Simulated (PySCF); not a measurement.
```yaml
atoms:
  - { symbol: C, position_ang: [2.7072, 0.9704, -0.2484] }
  - { symbol: C, position_ang: [2.3727, -0.4666, -0.4850] }
  - { symbol: C, position_ang: [1.1905, -1.0352, -0.3125] }
  - { symbol: C, position_ang: [-0.0612, -0.3421, 0.1473] }
  - { symbol: N, position_ang: [-1.1686, -1.2537, 0.0494] }
  - { symbol: C, position_ang: [-2.3560, -0.8697, 0.1545] }
  - { symbol: C, position_ang: [-2.8433, 0.5344, 0.3868] }
  - { symbol: F, position_ang: [-4.2120, 0.5768, 0.4213] }
  - { symbol: H, position_ang: [1.8246, 1.5617, -0.0231] }
  - { symbol: H, position_ang: [3.4023, 1.0551, 0.5872] }
  - { symbol: H, position_ang: [3.1983, 1.3893, -1.1262] }
  - { symbol: H, position_ang: [3.2031, -1.0743, -0.8194] }
  - { symbol: H, position_ang: [1.0548, -2.0890, -0.5039] }
  - { symbol: H, position_ang: [-0.2368, 0.5722, -0.4382] }
  - { symbol: H, position_ang: [0.0501, -0.0325, 1.1963] }
  - { symbol: H, position_ang: [-3.1344, -1.6199, 0.0747] }
  - { symbol: H, position_ang: [-2.5186, 1.2052, -0.4200] }
  - { symbol: H, position_ang: [-2.4814, 0.9241, 1.3475] }
```

Geometry: GFN2-xTB.

All numbers below come from KT3/pcSseg-1, SCF density, in a acetonitrile solvent model, non-relativistic (PySCF 2.14.0).

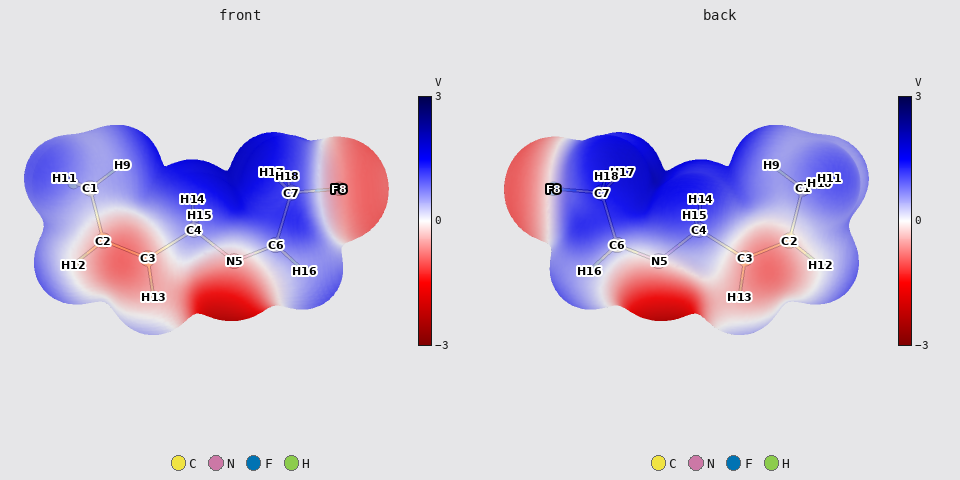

C₆H₁₀FN (SMILES C/C=C\C/N=C\CF). The electrostatic potential painted on the density surface at 0.004 e/bohr³, seen from the front and from behind; the colour scale runs from red (negative) to blue (positive).

### Which sites attract a positive test charge, and which a negative one?

A positive charge is drawn to the negative regions and a negative charge to the positive ones. The most negative region (about −2.2 V) lies over N5, the most positive (about +1.9 V) over C4 and C7. N5 is the likeliest acceptor of a hydrogen bond.

### What dipole moment does the calculation give?

Its dipole moment is 2.93 D.
